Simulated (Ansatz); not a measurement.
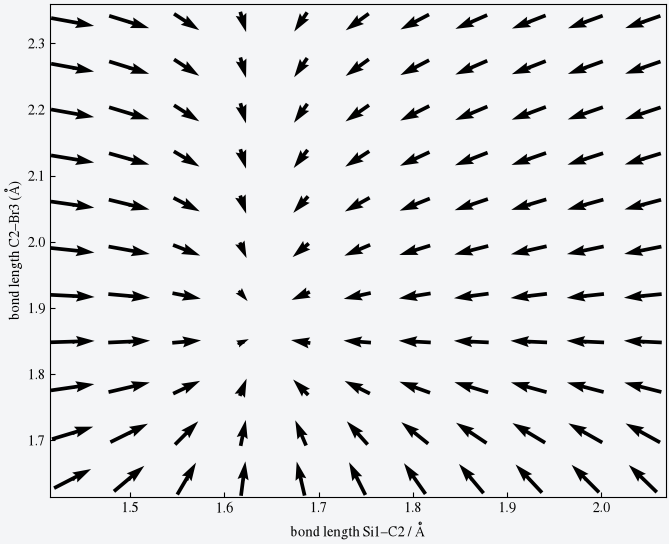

CBrSi, SMILES [Si-]#CBr, charge −1. 
- Coordinates scanned: (1) bond length Si1–C2; (2) bond length C2–Br3.
- Nothing is relaxed (all other coordinates rigid).
- The scan uses an 11 × 11 grid.
- Points are written as (first, second).
- Method: RKS CAM-B3LYP-D4/def2-SVPD in Ansatz 0.2.0.

Drawn: dots at the grid points, arrows along the force (downhill), their lengths compressed.

The arrows alone are given. Where is the energy lowest?

Answer. The arrows converge at about (1.635 Å, 1.865 Å) (read from the interpolated surface).

The energy map of the same scan:

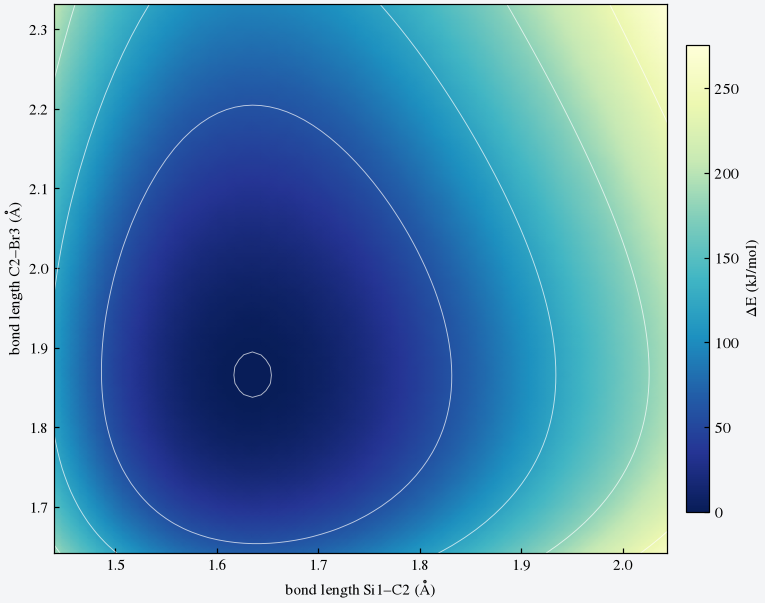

Energies are in kJ/mol, from the lowest grid point; between grid points the surface is interpolated.
